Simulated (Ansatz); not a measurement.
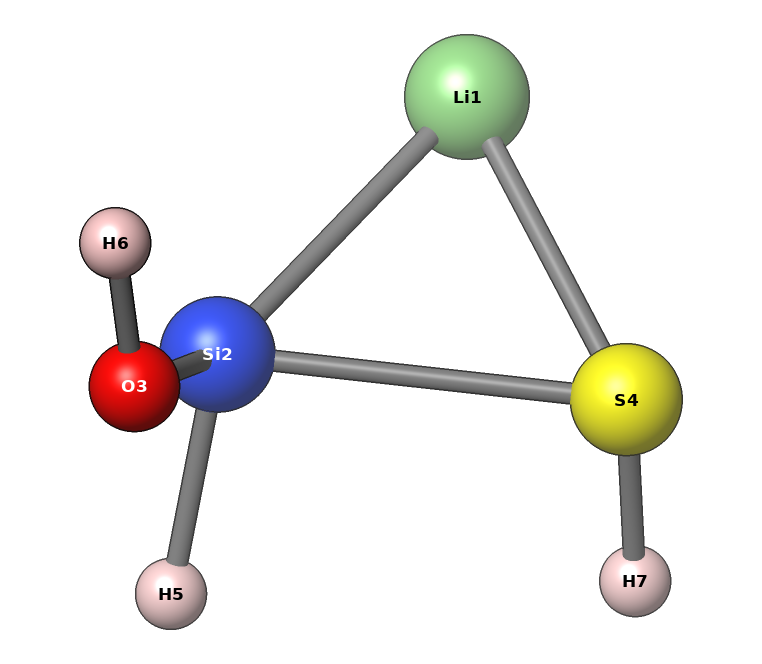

Si2 lies behind O3. The molecule seen a little off the O3–Si2 bond, O3 in front. Atoms fade into the background with distance from the viewer. Computed geometry: PBE0-D4/def2-TZVP optimisation. No frequency run is at hand to confirm it as a minimum.

Q: What is the torsion angle H6–O3–Si2–S4? The sign is positive where the front bond must turn clockwise to cover the back bond.

A: 97°, about perpendicular.
